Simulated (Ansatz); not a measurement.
# Calculations on SiNH6

### Relaxation

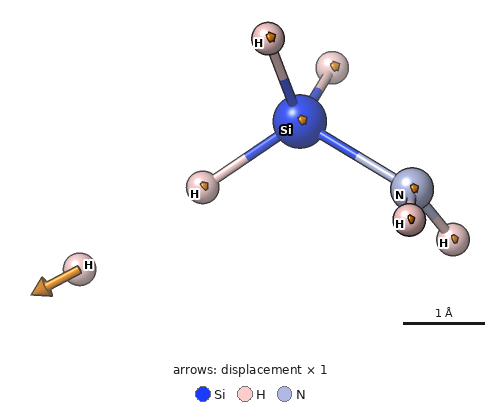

This is a relaxation of SiNH6 (multiplicity 2). The starting structure is drawn; orange arrows show the displacements, at their true length. The two geometries are superimposed by the best rigid fit.

A ball-and-stick model, seen at a tilt.

The run prepares an end point of a later path (reaction) calculation, from a guessed geometry.

Level of theory: Ansatz, UKS PBE0-D4/6-31G*. (collinear spin; force threshold 0.03 eV/Å; at most 50 steps)

Atoms of which element are displaced furthest, and by how much?

Answer. Hydrogen: up to 0.71 Å, against 0.12 Å for silicon.

What did the optimiser do to the structure, and how much energy did it gain?

Answer. The largest move after the best rigid fit is that of an H atom, 0.71 Å. By element the largest moves are H 0.71 Å, Si 0.12 Å, N 0.10 Å. Some distances before and after: H–Si 1.478 → 1.499 Å. The energy falls by 3.51 kJ/mol in 6 geometry steps. Largest force component: 0.58 eV/Å at the start, 0.0095 eV/Å at the end. Cost: 16 s on 1 thread of Arm Neoverse V1 (shared host), peak memory 0.12 GiB.

### Relaxation

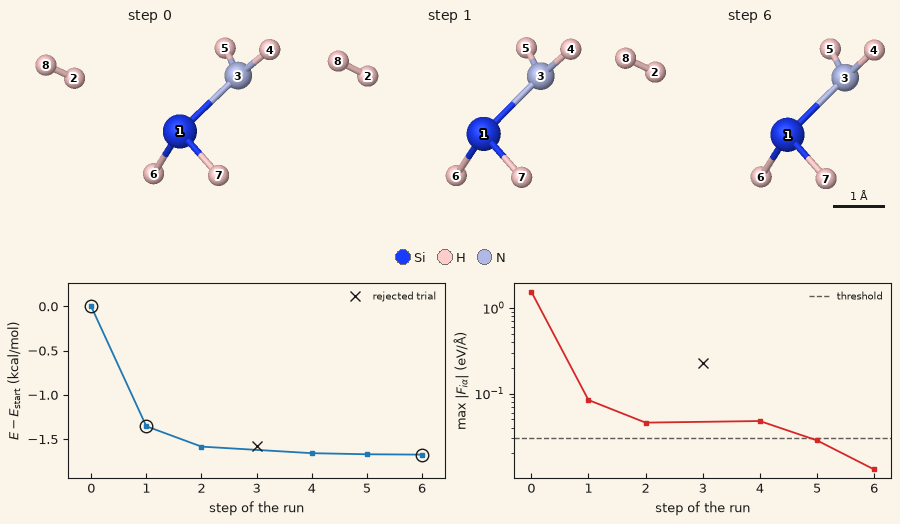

Frames of a relaxation of SiNH$_{6}$ (multiplicity 2), marked on the history of the run. Style: ball-and-stick. Shown at a tilt.

The run prepares an end point of a later path (reaction) calculation, from a guessed geometry.

These are results of UKS PBE0-D4/6-31G* (Ansatz 0.2.0), not measurements. Settings: collinear spin; force threshold 0.03 eV/Å; at most 50 steps.

Q: Describe the path.

A: The atom that moves furthest after the best rigid fit is H8 (0.49 Å). Largest moves by element: H 0.49 Å, Si 0.19 Å, N 0.17 Å. Near-neighbour distances that change, for instance: H2–H8 0.713 → 0.745 Å. The energy falls by 1.67 kcal/mol in 5 accepted moves (6 points after the start). Largest force component: 1.6 eV/Å at the start, 0.013 eV/Å at the end. The line search rejected the trial step at point 3 of the run. From step 0 to 1: H8 moves most (0.19 Å), energy −1.35 kcal/mol. From step 1 to 6: H atoms move most (0.30 Å), energy −0.32 kcal/mol.

Limits of the set-up: the start holds two separate molecules, 2.7 Å apart at their closest, whose relative position is a soft coordinate.

### Path

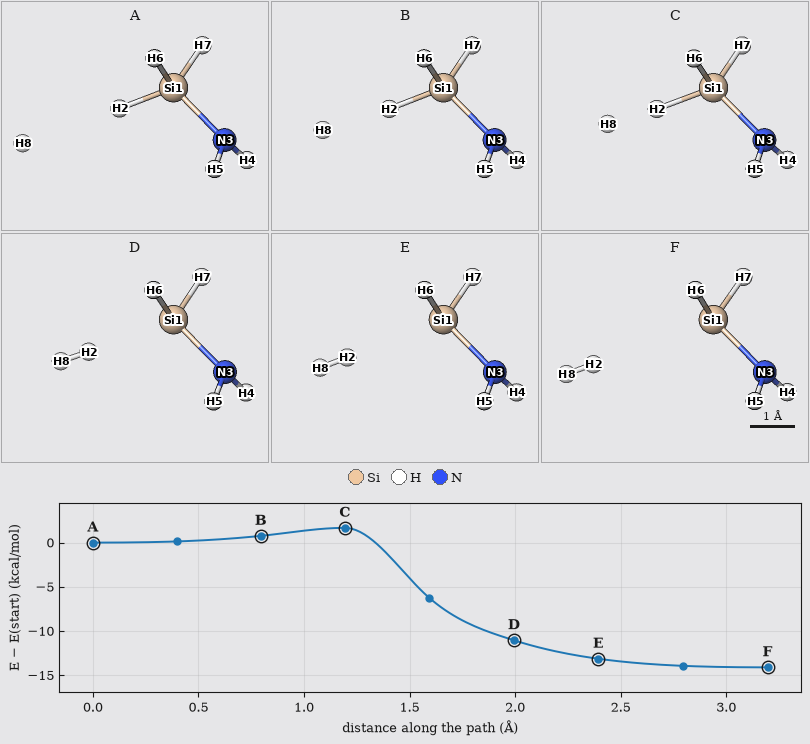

A nudged-elastic-band calculation for SiNH₆ (multiplicity 2), made up at the start of SiNH₅ and H. Images are numbered from 0 (start) to 8 (end). Frames A to F are images 0, 2, 3, 5, 6, 8. A ball-and-stick model, seen at a tilt.

These are results of Ansatz 0.2.0, UKS PBE0-D4/6-31G*, not measurements. Run with 7 movable images; climbing image; force threshold 0.03 eV/Å; iteration limit 60; starting path through a guess of the saddle point.

### What happens along the path, and what is the barrier?

Forward barrier 1.7 kcal/mol, backward barrier 15.8 kcal/mol, with image 3 at the top; the reaction energy is −14.1 kcal/mol. A hydrogen atom shifts from one atom to another. Breaking: Si1–H2 (1.50 → 1.57 at the top → 3.32 Å). Forming: H2–H8 (2.67 → 1.33 at the top → 0.75 Å). The band is converged. At the top, the vibrational analysis gives one imaginary mode (627i cm⁻¹), as a transition state must have.

Limits of the set-up: the start holds two separate molecules, 2.7 Å apart at their closest, whose relative position is a soft coordinate.

The run took 110 s on 1 thread of Arm Neoverse V1, with other jobs on the host, peak memory 0.12 GiB.
